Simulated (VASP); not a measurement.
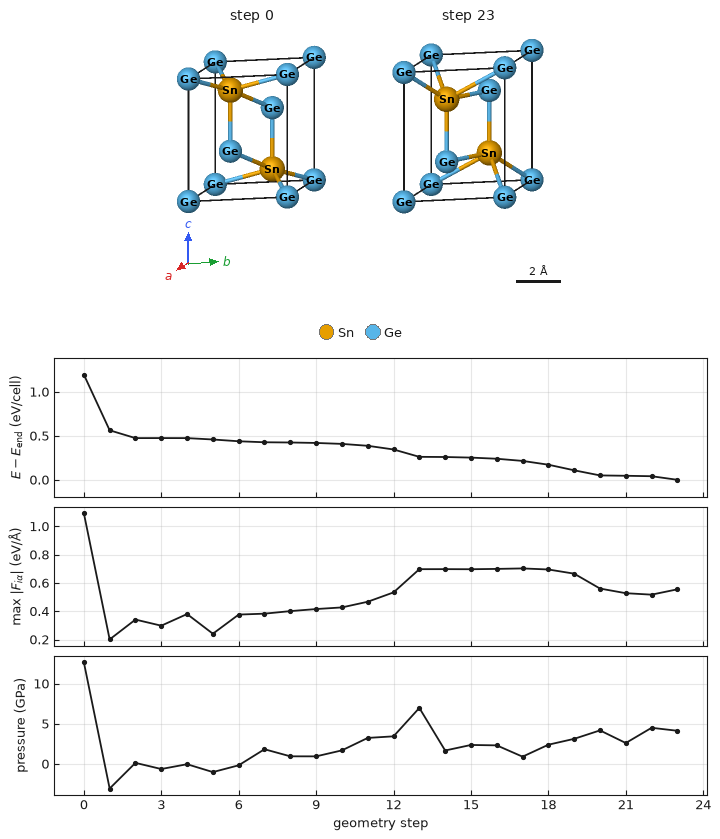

First and last geometry of a relaxation of crystalline Sn₂Ge₃ (a generated structure, set up in P-3m1), with the history of the run. The picture is a ball-and-stick view of the cell of the calculation, seen slightly off an axis.

The run lets cell and atoms move.

Method: VASP, Kohn-Sham DFT of a periodic cell, PBE, VASP PAW PBE potentials, recommended.

Input file:
```
ALGO = Fast
EDIFF = 1E-4
EDIFFG = -0.08
ENCUT = 520
GGA = PE
IBRION = 2
ISIF = 3
ISMEAR = 0
LASPH = True
LCHARG = False
LREAL = False
LWAVE = False
NELM = 60
NSW = 24
PREC = Normal
SIGMA = 0.15
```

Command:
```bash
cat potpaw_PBE.64/Sn_d/POTCAR potpaw_PBE.64/Ge_d/POTCAR > POTCAR
mpirun -np 1 vasp_std > vasp.out
```

Q: What do the curves and the structures tell?

A: The relaxation stopped without meeting its thresholds, so the last structure isn't shown to be converged. The largest moves relative to the cell, 0.70 Å, are those of Sn atoms. By element the largest moves are Sn 0.70 Å, Ge 0.60 Å. The drawn cell changes as follows: a = b 4.690 → 4.774 Å (+1.8 %), c 5.700 → 6.021 Å (+5.6 %); the volume changes by +9.4 %. Near-neighbour distances that change, for instance: Sn–Sn 3.196 → 4.213 Å, Ge–Sn 2.838 → 3.184 Å, Ge–Sn 2.856 → 3.117 Å, Ge–Sn 2.945 → 2.757 Å. Among the angles between lasting bonds that change: Sn–Ge–Sn 66.9° → 91.4°, Sn–Ge–Sn 113.1° → 88.6°, Sn–Ge–Sn 105.6° → 119.9°. The space group stays P-3m1 (No. 164). Over 23 geometry steps the energy falls by 1.196 eV per cell of the calculation. The largest force component goes from 1.1 to 0.56 eV/Å. Pressure: 12.67 GPa at the start and 4.13 GPa at the end.

```json
{"step": "0", "E − E(0), meV/atom": "0.00", "largest force component, eV/Å": "1.0932", "pressure, GPa": "12.67", "volume, Å³/atom": "21.716"}
{"step": "1", "E − E(0), meV/atom": "-126.65", "largest force component, eV/Å": "0.2008", "pressure, GPa": "-3.07", "volume, Å³/atom": "27.570"}
{"step": "2", "E − E(0), meV/atom": "-144.40", "largest force component, eV/Å": "0.3411", "pressure, GPa": "0.12", "volume, Å³/atom": "25.733"}
{"step": "3", "E − E(0), meV/atom": "-144.34", "largest force component, eV/Å": "0.2979", "pressure, GPa": "-0.64", "volume, Å³/atom": "25.904"}
{"step": "4", "E − E(0), meV/atom": "-144.42", "largest force component, eV/Å": "0.3802", "pressure, GPa": "-0.04", "volume, Å³/atom": "25.818"}
{"step": "5", "E − E(0), meV/atom": "-147.56", "largest force component, eV/Å": "0.2410", "pressure, GPa": "-1.03", "volume, Å³/atom": "25.747"}
{"step": "6", "E − E(0), meV/atom": "-151.58", "largest force component, eV/Å": "0.3764", "pressure, GPa": "-0.18", "volume, Å³/atom": "25.532"}
{"step": "7", "E − E(0), meV/atom": "-153.85", "largest force component, eV/Å": "0.3829", "pressure, GPa": "1.82", "volume, Å³/atom": "25.457"}
{"step": "8", "E − E(0), meV/atom": "-154.36", "largest force component, eV/Å": "0.4009", "pressure, GPa": "0.94", "volume, Å³/atom": "25.440"}
{"step": "9", "E − E(0), meV/atom": "-155.42", "largest force component, eV/Å": "0.4155", "pressure, GPa": "0.94", "volume, Å³/atom": "25.407"}
{"step": "10", "E − E(0), meV/atom": "-157.54", "largest force component, eV/Å": "0.4270", "pressure, GPa": "1.68", "volume, Å³/atom": "25.340"}
{"step": "11", "E − E(0), meV/atom": "-161.87", "largest force component, eV/Å": "0.4671", "pressure, GPa": "3.23", "volume, Å³/atom": "25.206"}
{"step": "12", "E − E(0), meV/atom": "-170.23", "largest force component, eV/Å": "0.5331", "pressure, GPa": "3.43", "volume, Å³/atom": "24.940"}
{"step": "13", "E − E(0), meV/atom": "-186.99", "largest force component, eV/Å": "0.6973", "pressure, GPa": "6.97", "volume, Å³/atom": "24.413"}
{"step": "14", "E − E(0), meV/atom": "-187.37", "largest force component, eV/Å": "0.6976", "pressure, GPa": "1.67", "volume, Å³/atom": "24.409"}
{"step": "15", "E − E(0), meV/atom": "-188.70", "largest force component, eV/Å": "0.6969", "pressure, GPa": "2.36", "volume, Å³/atom": "24.399"}
{"step": "16", "E − E(0), meV/atom": "-191.31", "largest force component, eV/Å": "0.6992", "pressure, GPa": "2.31", "volume, Å³/atom": "24.378"}
{"step": "17", "E − E(0), meV/atom": "-196.24", "largest force component, eV/Å": "0.7026", "pressure, GPa": "0.90", "volume, Å³/atom": "24.337"}
{"step": "18", "E − E(0), meV/atom": "-204.88", "largest force component, eV/Å": "0.6951", "pressure, GPa": "2.39", "volume, Å³/atom": "24.253"}
{"step": "19", "E − E(0), meV/atom": "-217.59", "largest force component, eV/Å": "0.6656", "pressure, GPa": "3.12", "volume, Å³/atom": "24.086"}
{"step": "20", "E − E(0), meV/atom": "-229.21", "largest force component, eV/Å": "0.5604", "pressure, GPa": "4.17", "volume, Å³/atom": "23.747"}
{"step": "21", "E − E(0), meV/atom": "-230.02", "largest force component, eV/Å": "0.5276", "pressure, GPa": "2.60", "volume, Å³/atom": "23.673"}
{"step": "22", "E − E(0), meV/atom": "-231.03", "largest force component, eV/Å": "0.5173", "pressure, GPa": "4.50", "volume, Å³/atom": "23.525"}
{"step": "23", "E − E(0), meV/atom": "-239.22", "largest force component, eV/Å": "0.5550", "pressure, GPa": "4.13", "volume, Å³/atom": "23.767"}
```
